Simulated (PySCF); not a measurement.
C₂H₈OSi₂, SMILES `C[SiH]1CO[SiH2]1`.

Method: PBE0/6-31G*; geometry: GFN2-xTB; program: PySCF. No frequency check shows the geometry to be a minimum. A basis without diffuse functions makes polarisabilities too small.

Coordinates in Å:

```
C1      -2.3870    0.3470   -0.5173
Si2     -0.8295    0.0698    0.5370
C3       0.2320   -1.4357   -0.0633
O4       1.4782   -0.7681   -0.3177
Si5      1.2862    0.8490   -0.0434
H6      -2.1517    0.4382   -1.5738
H7      -2.8931    1.2568   -0.2102
H8      -3.0905   -0.4734   -0.4039
H9      -1.2356   -0.1329    1.9398
H10      0.4136   -2.2227    0.6713
H11     -0.0919   -1.9173   -0.9893
H12      1.5074    1.5900   -1.2890
H13      2.2523    1.2753    0.9690
```

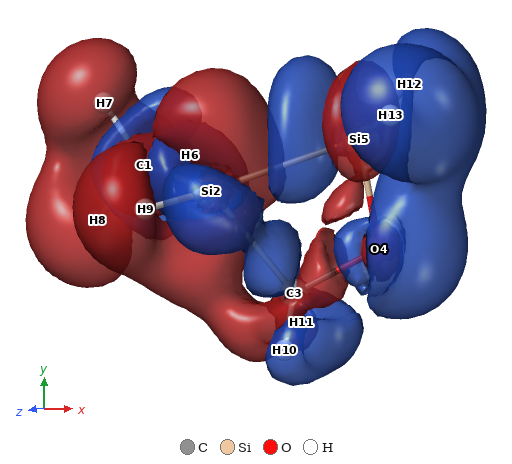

Change of the electron density in a uniform field of 0.10 V/Å, surfaces at ±0.0005 e/Å³ (red: gain, blue: loss).

The field was applied in both directions; the picture shows the one opposite to the script's first.

Along which Cartesian direction does the field point?

Answer. Along +x: electrons gather on the −x side, against the field.

How large is the response?

Answer. The induced dipole is 0.42 D (along the field); α along this axis, from the fields in both directions, is 82 bohr³ (12.1 Å³).
